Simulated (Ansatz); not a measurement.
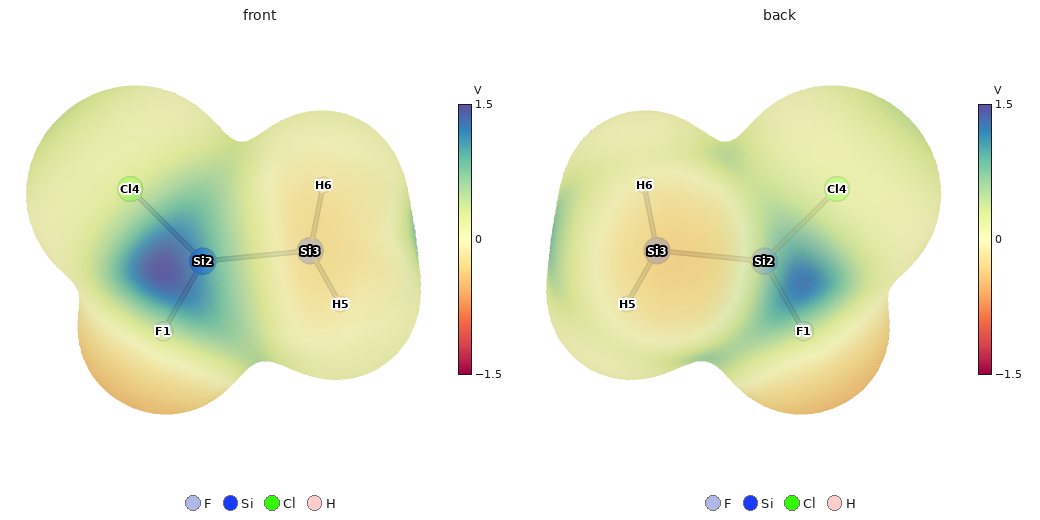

Figure. ClFH$_{2}$Si$_{2}$ (SMILES F[Si](=[SiH2])Cl). The molecular electrostatic potential painted on the density surface at 0.001 e/bohr³, seen from the front and from behind; red is negative and blue positive.

Geometry: PBE0-D4/def2-TZVP.

All numbers below come from Ansatz 0.2.0, RKS PBE0-D4/def2-TZVPP.

```yaml
atoms:
  - { symbol: F, position_ang: [0.0140, -2.2171, -0.2127] }
  - { symbol: Si, position_ang: [-0.4566, -0.7162, -0.0010] }
  - { symbol: Si, position_ang: [0.8252, 1.0559, -0.4379] }
  - { symbol: Cl, position_ang: [-2.4793, -0.7531, -0.1809] }
  - { symbol: H, position_ang: [2.0185, 0.6311, 0.3704] }
  - { symbol: H, position_ang: [0.0782, 1.9994, 0.4621] }
```

Q: Describe the electrostatic potential map.

A: The most negative region (about −0.4 V) lies over F1, the most positive (about +1.4 V) over Si2.
